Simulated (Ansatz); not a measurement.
**Lattice dynamics of (BeTe)2(CuBr)1 [001] superlattice, started as zinc blende**

How does (BeTe)2(CuBr)1 [001] superlattice, started as zinc blende vibrate, and is this structure a minimum?

Program: Ansatz 0.2.0. Level of theory: DFT PBEsol, scalar-relativistic, plane waves, PAW. Results are calculated unless marked as measured.

The structure was built from a prototype and need not be the compound's stable phase.

### Step 1. The starting structure

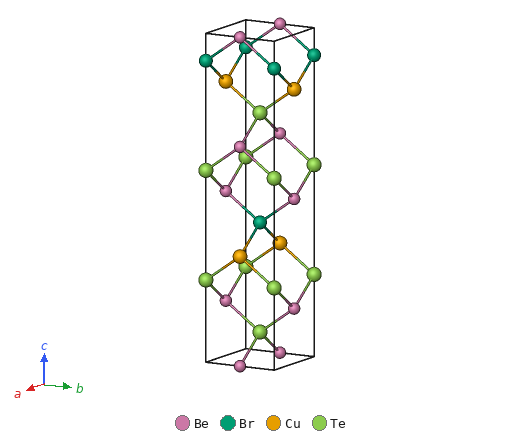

The cell as given, from a free direction (beryllium pink, bromine teal, copper orange, tellurium green). This picture shows the conventional cell, with its axes. Some periodic images of atoms are drawn too.

As a file:

```cif
data_structure
_symmetry_space_group_name_H-M 'P 1'
_symmetry_Int_Tables_number 1
_cell_length_a 3.9952
_cell_length_b 3.9952
_cell_length_c 8.9334
_cell_angle_alpha 102.921
_cell_angle_beta 77.079
_cell_angle_gamma 90.000
_cell_volume 135.27
loop_
_atom_site_label
_atom_site_type_symbol
_atom_site_fract_x
_atom_site_fract_y
_atom_site_fract_z
_atom_site_occupancy
Be1 Be 0.00000 0.00000 0.00000 1
Be2 Be 0.33333 0.66667 0.33333 1
Br3 Br 0.08333 0.41667 0.83333 1
Cu4 Cu 0.66667 0.33333 0.66667 1
Te5 Te 0.41667 0.08333 0.16667 1
Te6 Te 0.75000 0.75000 0.50000 1
```

### Step 2. Rough relaxation

A rough relaxation comes first, because large forces or stress need no tight tolerances yet.

The input, input.yaml:

```yaml
crystal:
  lattice:
    - [2.825, 2.825, 0.0]
    - [-2.825, 2.825, 0.0]
    - [2.825, 0.0, 8.475]
  atoms:
    - { symbol: Be, position: [0.0, 0.0, 0.0] }
    - { symbol: Be, position: [0.333333, 0.666667, 0.333333] }
    - { symbol: Br, position: [0.083333, 0.416667, 0.833333] }
    - { symbol: Cu, position: [0.666667, 0.333333, 0.666667] }
    - { symbol: Te, position: [0.416667, 0.083333, 0.166667] }
    - { symbol: Te, position: [0.75, 0.75, 0.5] }
kpoints:
  mp_grid: { grid: [6, 6, 6] }
hamiltonian:
  xc: pbesol
scf:
  occupations: { method: gaussian, width: 0.1 }
output:
  forces: true
  stress: true
  eigenvalues: true
relax:
  adjacent_minimum: "off"
  f_tol: 0.05
  max_steps: 80
  cell: { stress_tol: 0.5 }
```

Run with:

```console
> ansatz run input.yaml --threads 8 --pin off --max-ram 14336MiB --backend cpu --events-out ev --progress --plain --runs-dir out
```

Numbers of over 12 decimals in the logs are rounded to 6 here.

The program printed:

```text
[...]
- [2.795410, 2.795410, 0]
    - [-2.863279, 2.863279, 0]
    - [2.829345, -0.033935, 8.317285]
  atoms:
    - { symbol: Be, position: [-0.000710041, 0.000710041, 0.00142008] }
    - { symbol: Be, position: [0.333692, 0.666308, 0.332616] }
    - { symbol: Br, position: [0.074198, 0.425802, 0.851604] }
    - { symbol: Cu, position: [0.669950, 0.330050, 0.660100] }
    - { symbol: Te, position: [0.419554, 0.080446, 0.160892] }
    - { symbol: Te, position: [0.753316, 0.746684, 0.493368] }
[key lines of the parts left out:]
SCF converged after 5 iterations
Free energy (F): -23310.486880 eV
Fermi energy:    8.435945 eV
P = ⅓ Tr σ = 0.0351 GPa (0.351 kbar)
```

Run time: 24 s. Hardware: 8 threads of Arm Neoverse V1, shared host; peak memory 0.68 GiB; 3 min of CPU time.

Relaxation path:

```
step  energy less that of the first step (eV)  largest force component (eV/Å)  pressure (GPa)  volume (Å³)
   1                                   0.0000                          0.9046           -0.91       135.27
   2                                  -0.0789                          0.6356            1.66       129.35
   3                                  -0.1284                          0.1838            0.04       132.59
   4                                  -0.1317                          0.1235            0.02       132.78
   5                                  -0.1342                          0.0107            0.04       133.14
  6*                                  -0.1338                          0.0107            0.04       133.14
```

Relaxation steps marked * repeat the geometry before them on a plane-wave basis chosen anew for their cell, so energy and pressure can jump there.

Forces are held to the 4 operations that the run works with; a distortion that breaks them can't arise in this run.

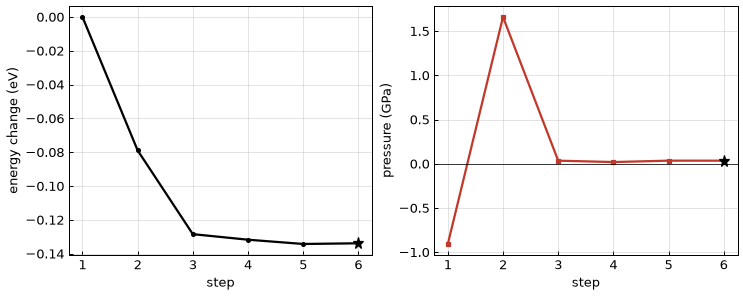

Energy and pressure along the relaxation. Stars mark steps on a basis chosen anew.

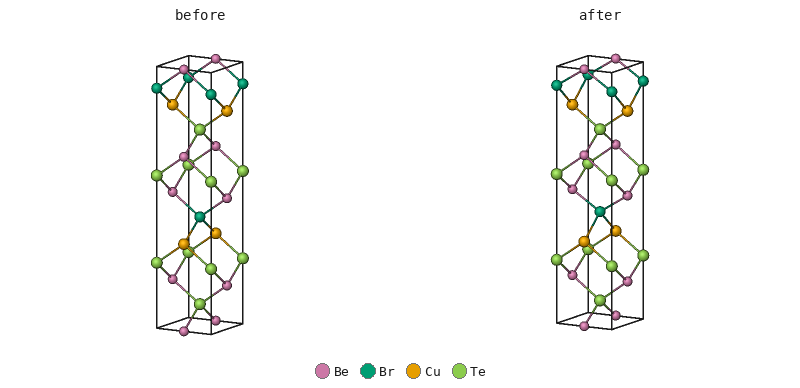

Before and after, at one scale.

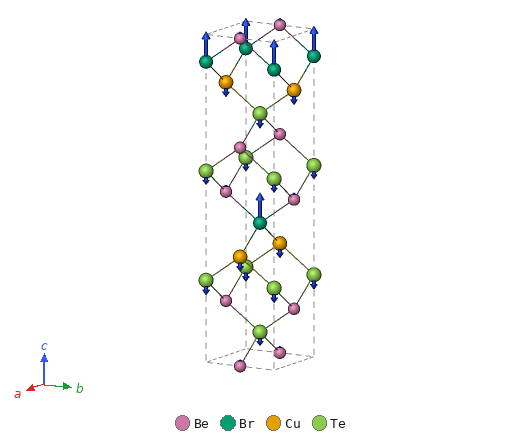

Displacements in the relaxation, exaggerated, measured against the changing cell; the longest in the cell stands for 0.15 Å. Some periodic images of atoms are drawn too.

```
conventional cell, symmetrised  before   after  change
                         a (Å)   3.995   3.953  -1.0 %
                         b (Å)   3.995   4.049  +1.4 %
                         c (Å)  16.950  16.635  -1.9 %
              volume (Å³/atom)   22.55   22.19  -1.6 %
```

The atoms that moved most (Å, as changes of fractional coordinates times the final cell):

```
atom     dx     dy      dz  length
 Br3  0.000  0.000   0.152   0.152
 Te6  0.000  0.000  -0.055   0.055
 Cu4  0.000  0.000  -0.055   0.055
 Te5  0.000  0.000  -0.048   0.048
 Be1  0.000  0.000   0.012   0.012
 Be2  0.000  0.000  -0.006   0.006
```

The relaxed structure:

```cif
data_structure
_symmetry_space_group_name_H-M 'P 1'
_symmetry_Int_Tables_number 1
_cell_length_a 3.9533
_cell_length_b 4.0493
_cell_length_c 8.7854
_cell_angle_alpha 103.324
_cell_angle_beta 76.998
_cell_angle_gamma 90.000
_cell_volume 133.14
loop_
_atom_site_label
_atom_site_type_symbol
_atom_site_fract_x
_atom_site_fract_y
_atom_site_fract_z
_atom_site_occupancy
Be1 Be 0.99929 0.00071 0.00142 1
Be2 Be 0.33369 0.66631 0.33262 1
Br3 Br 0.07420 0.42580 0.85160 1
Cu4 Cu 0.66995 0.33005 0.66010 1
Te5 Te 0.41955 0.08045 0.16089 1
Te6 Te 0.75332 0.74668 0.49337 1
```

Numbers from this step:

```yaml
pressure: 0.03511 GPa
volume_per_atom: 22.19 Å³
gap_on_the_k_mesh: 0.5111 eV
direct_gap_on_mesh: 0.5199 eV
```

In this step the volume went from 22.55 to 22.19 Å³/atom.

### Step 3. Bringing the structure to rest

The cell and atoms are relaxed, since residual forces and stress would shift the frequencies.

The input, input.yaml:

```yaml
crystal:
  lattice:
    - [2.7954097964, 2.7954097964, 0.0]
    - [-2.8632793552, 2.8632793552, 0.0]
    - [2.8293445758, -0.0339347794, 8.3172845434]
  atoms:
    - { symbol: Be, position: [-0.0007100406, 0.0007100406, 0.0014200811] }
    - { symbol: Be, position: [0.3336919287, 0.6663080713, 0.3326161425] }
    - { symbol: Br, position: [0.0741981498, 0.4258018502, 0.8516037004] }
    - { symbol: Cu, position: [0.6699498295, 0.3300501705, 0.6601003409] }
    - { symbol: Te, position: [0.4195540306, 0.0804459694, 0.1608919388] }
    - { symbol: Te, position: [0.7533161019, 0.7466838981, 0.4933677962] }
kpoints:
  mp_grid: { grid: [8, 8, 8] }
hamiltonian:
  xc: pbesol
scf:
  occupations: { method: gaussian, width: 0.02 }
output:
  forces: true
  stress: true
  eigenvalues: true
  write_density: true
  write_potential: true
  elf: true
  volumetric_format: npy
relax:
  adjacent_minimum: "off"
  f_tol: 0.005
  max_steps: 80
  cell: { stress_tol: 0.05 }
```

The program printed:

```text
[...]
Crystal: 6 atoms, lattice volume = 133.144 Å³
Basis set: ecut = 420 eV, 2603 PW (Γ), exchange–correlation on 54×60×120 points (8 copies of the dense FFT grid, shifted against one another)
Bands: 38, of which v1, the nominal top of the filled ones, is band 31 counted from 1 (30 counted from 0)
Symmetry: 4 space group operations
[...]
k-points: 95 of 512 (time reversal used)
[...]
SCF iter   1: F=—  HF=-23310.501270 eV  |F-HF|=—  |Δ(HF+E_count)|=         —  Δρ=5.05e-3  dr2=4.26e-2  ethr=1.77e-3  ⟨swp⟩=8.6  Hψ=17253  notcnv=0
[...]
SCF iter   8: F=-23310.492143 eV  HF=-23310.492143 eV  |F-HF|=8.66e-9  |Δ(HF+E_count)|=   1.85e-7  Δρ=4.02e-6  dr2=3.91e-8  ethr=1.61e-10  ⟨swp⟩=15.9  Hψ=30670  notcnv=0
SCF 1 converged in 8 iterations: F = -23310.492143 eV  dr2 = 3.91e-8
[...]
relax step   1: F+E_penalty+E_count = -23310.49214312 eV  Δ(F+E_penalty+E_count) = +0.000e0 eV  max|allowed force component| = 1.190e-2 eV/Å  Δτ_max = 0.0000 Å  P = +0.026 GPa  Ω = 133.144 Å³  (8 SCF iters, dr2 threshold 1.00e-7 eV, accepted)
Crystal: 6 atoms, lattice volume = 133.171 Å³
[...]
SCF iter   6: F=-23310.492161 eV  HF=-23310.492161 eV  |F-HF|=1.24e-9  |Δ(HF+E_count)|=   3.91e-9  Δρ=1.97e-6  dr2=4.51e-9  ethr=1.43e-11  ⟨swp⟩=8.9  Hψ=21974  notcnv=0
SCF 2 converged in 6 iterations: F = -23310.492161 eV  dr2 = 4.51e-9
relax step   2: F+E_penalty+E_count = -23310.49216051 eV  Δ(F+E_penalty+E_count) = -1.740e-5 eV  max|allowed force component| = 8.300e-3 eV/Å  Δτ_max = 0.0030 Å  P = +0.006 GPa  Ω = 133.171 Å³  energy of the carried Pulay correction = -5.397e-6 eV  (6 SCF iters, dr2 threshold 8.85e-9 eV, accepted)
Crystal: 6 atoms, lattice volume = 133.185 Å³
[...]
SCF iter   5: F=-23310.492165 eV  HF=-23310.492165 eV  |F-HF|=4.69e-10  |Δ(HF+E_count)|=  2.11e-10  Δρ=1.14e-6  dr2=2.48e-9  ethr=6.94e-12  ⟨swp⟩=6.8  Hψ=22536  notcnv=0
SCF 3 converged in 5 iterations: F = -23310.492165 eV  dr2 = 2.48e-9
relax step   3: F+E_penalty+E_count = -23310.49216512 eV  Δ(F+E_penalty+E_count) = -4.603e-6 eV  max|allowed force component| = 1.018e-3 eV/Å  Δτ_max = 0.0011 Å  P = +0.001 GPa  Ω = 133.185 Å³  energy of the carried Pulay correction = -7.958e-6 eV  (5 SCF iters, dr2 threshold 4.31e-9 eV, accepted)
[...]
SCF iter   6: F=-23310.492173 eV  HF=-23310.492173 eV  |F-HF|=4.37e-11  |Δ(HF+E_count)|=  7.28e-11  Δρ=2.16e-7  dr2=5.12e-11  ethr=1.00e-12  ⟨swp⟩=7.0  Hψ=18473  notcnv=0
SCF 4 converged in 6 iterations: F = -23310.492173 eV  dr2 = 5.12e-11
relax step   4: F+E_penalty+E_count = -23310.49217305 eV  Δ(F+E_penalty+E_count) = -7.934e-6 eV  max|allowed force component| = 1.005e-3 eV/Å  Δτ_max = 0.0000 Å  P = +0.001 GPa  Ω = 133.185 Å³  stress off target by 3.97e-3 GPa  SCF on the basis re-selected at this cell (its energy is not comparable with the rows above)  (6 SCF iters)
basis re-selected at this cell: Δ(F+E_penalty+E_count) = -7.934e-6 eV, ΔP = -0.000 GPa vs the last step (what re-selecting the basis moved, of the pressure what is left beyond the Pulay correction that the steps carried, after the strain that the cell walked since its last selection, with what the two solves' SCF thresholds leave and, on support functions, any second-order correction that the steps lacked; it is no m [...]
SCF converged after 6 iterations
Free energy (F): -23310.492173 eV
[...]
Internal energy: -23310.492173 eV  (E = F + TS)
E sigma→0 (E₀):  -23310.492173 eV
Fermi energy:    8.415132 eV
[...]
--- Forces (eV/Å), atoms counted from 1 ---
  atom   1  Be    -0.00000000    -0.00000000    -0.00049771
  atom   2  Be     0.00000000    -0.00000000     0.00048014
  atom   3  Br    -0.00000000    -0.00000000     0.00021480
  atom   4  Cu     0.00000000    -0.00000000     0.00031278
  atom   5  Te     0.00000000     0.00000000     0.00049458
  atom   6  Te     0.00000000    -0.00000000    -0.00100535
  max |Σ_I F_I| component: 7.70e-7 eV/Å
--- Stress (GPa, compression-positive) ---
        0.000181      -0.000628       0.000000
       -0.000628       0.000181      -0.000000
        0.000000      -0.000000       0.003967
  P = ⅓ Tr σ = 0.0014 GPa (0.014 kbar)
--- Band table (eV; the first three rows and the last of 95) ---
  k-point 0: bands = [... 27 lower, 5.8728, 7.2508, 7.3096, 8.1484, 8.6678, 9.6582, 10.0377, 11.0510, ... 3 higher]
  k-point 1: bands = [... 27 lower, 5.8728, 7.1388, 7.2566, 8.0982, 8.7231, 9.7084, 10.0805, 11.0484, ... 3 higher]
  k-point 2: bands = [... 27 lower, 5.9942, 6.9163, 7.1151, 7.9814, 8.8073, 9.8039, 10.1857, 11.1349, ... 3 higher]
  k-point 94: bands = [... 27 lower, 5.9621, 6.0300, 6.0404, 6.2106, 9.7440, 10.1025, 10.5769, 11.0668, ... 3 higher]
--- Relaxed structure (3 steps of the walk, 3 accepted, 1 SCFs on fresh bases) ---
[...]
cell:  # Å, volume = 133.1846 Å³
    - [2.796097, 2.796097, 0]
    - [-2.863142, 2.863142, 0]
    - [2.829620, -0.033522, 8.318190]
  atoms:
    - { symbol: Be, position: [-0.000756341, 0.000756341, 0.00151268] }
    - { symbol: Be, position: [0.333806, 0.666194, 0.332389] }
    - { symbol: Br, position: [0.074112, 0.425888, 0.851776] }
    - { symbol: Cu, position: [0.669891, 0.330109, 0.660219] }
    - { symbol: Te, position: [0.419559, 0.080441, 0.160881] }
    - { symbol: Te, position: [0.753389, 0.746611, 0.493222] }
```

It took 33 s on 8 threads; peak memory 0.83 GiB.

Little changed from the start: no atom moved by 0.005 Å and no cell edge by 0.1 %.

This step gave:

```
pressure           : 0.001443 GPa
gap on the k-mesh  : 0.5065 eV
volume per atom    : 22.20 Å³
direct gap on mesh : 0.5195 eV
```

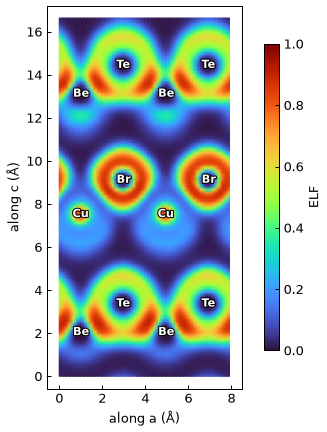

ELF in the ac plane of the conventional cell at fractional y = 0.500, with atoms of Be and Br and Cu and Te within 0.2 Å of it. It is the smooth field of the valence electrons, not physical close to the nuclei. The map starts off the cell's origin, so that atoms lie inside it.

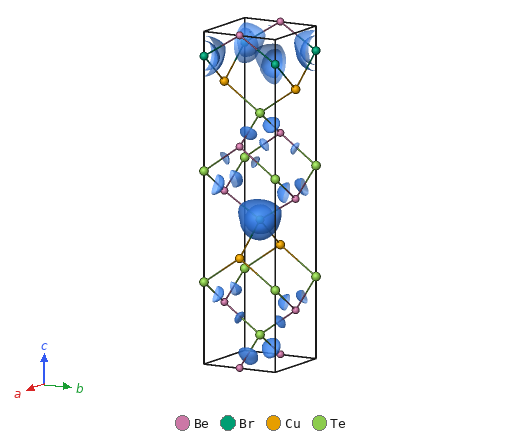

Surface of ELF = 0.82.

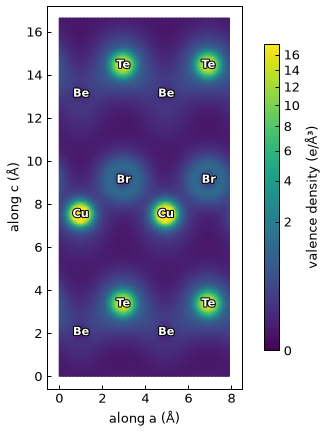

Valence density in the ac plane of the conventional cell at fractional y = 0.500, with atoms of Be and Br and Cu and Te within 0.2 Å of it. It is the smooth field of the valence electrons, not physical close to the nuclei. The map starts off the cell's origin, so that atoms lie inside it. The colour scale is stretched toward low values.

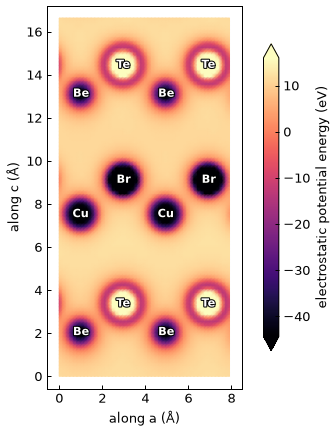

Electrostatic potential energy in the ac plane of the conventional cell at fractional y = 0.500, with atoms of Be and Br and Cu and Te within 0.2 Å of it. With pseudopotentials it is smooth inside the atoms' cores, unlike the true potential. The map starts off the cell's origin, so that atoms lie inside it.

In this step the volume went from 22.19 to 22.20 Å³/atom.

### Step 4. Tight relaxation

Phonons need a cell at rest on their own settings, so the relaxation is repeated with tight tolerances on forces and stress, using the mesh and the filling of the phonon run that follows.

The input, input.yaml:

```yaml
crystal:
  lattice:
    - [2.7960973981, 2.7960973981, 0.0]
    - [-2.8631417791, 2.8631417791, 0.0]
    - [2.8296195886, -0.0335221905, 8.3181901128]
  atoms:
    - { symbol: Be, position: [-0.000756341, 0.000756341, 0.0015126821] }
    - { symbol: Be, position: [0.3338057164, 0.6661942836, 0.3323885672] }
    - { symbol: Br, position: [0.0741120211, 0.4258879789, 0.8517759579] }
    - { symbol: Cu, position: [0.6698905572, 0.3301094428, 0.6602188857] }
    - { symbol: Te, position: [0.4195592767, 0.0804407233, 0.1608814467] }
    - { symbol: Te, position: [0.7533887698, 0.7466112302, 0.4932224604] }
kpoints:
  mp_grid: { grid: [8, 8, 8] }
hamiltonian:
  xc: pbesol
scf:
  occupations: { method: fixed }
output:
  forces: true
  stress: true
  eigenvalues: true
relax:
  adjacent_minimum: "off"
  f_tol: 0.001
  max_steps: 60
  cell: { stress_tol: 0.01 }
```

The program printed:

```text
[...]
Crystal: 6 atoms, lattice volume = 133.185 Å³
Basis set: ecut = 420 eV, 2603 PW (Γ), exchange–correlation on 54×60×120 points (8 copies of the dense FFT grid, shifted against one another)
Bands: 38, of which v1, the nominal top of the filled ones, is band 31 counted from 1 (30 counted from 0)
Symmetry: 4 space group operations
[...]
k-points: 95 of 512 (time reversal used)
[...]
- [2.796061, 2.796061, 0]
    - [-2.863073, 2.863073, 0]
    - [2.829567, -0.033506, 8.318668]
  atoms:
    - { symbol: Be, position: [-0.000754133, 0.000754133, 0.00150827] }
    - { symbol: Be, position: [0.333800, 0.666200, 0.332400] }
    - { symbol: Br, position: [0.074114, 0.425886, 0.851771] }
    - { symbol: Cu, position: [0.669892, 0.330108, 0.660216] }
    - { symbol: Te, position: [0.419553, 0.080447, 0.160894] }
    - { symbol: Te, position: [0.753395, 0.746605, 0.493210] }
[key lines of the parts left out:]
SCF converged after 10 iterations
Free energy (F): -23310.492173 eV
Fermi energy:    8.161250 eV
P = ⅓ Tr σ = 0.0002 GPa (0.002 kbar)
```

Wall time 26 s (8 threads); peak memory 0.82 GiB; 3.4 min of CPU time.

Little changed from the start: no atom moved by 0.005 Å and no cell edge by 0.1 %.

This step gave:

```yaml
pressure: 2.23e-4 GPa
gap_on_the_k_mesh: 0.5062 eV
direct_gap_on_mesh: 0.5192 eV
```

The largest force component left is 0.58 meV/Å and the pressure is 0.000 GPa, within the tolerances set. The cell now holds 22.20 Å³/atom.

[end of part 1 of 2]

[Logs are printed without paths, hosts, clocks, repeated set-up lines and the standing remarks that a program may print on its own settings, such as how far it seeks lower states.]

[Hosts, paths, dates, database ids (printed as entryN), source tags and the programs' standing remarks are cut or masked in the printed files.]
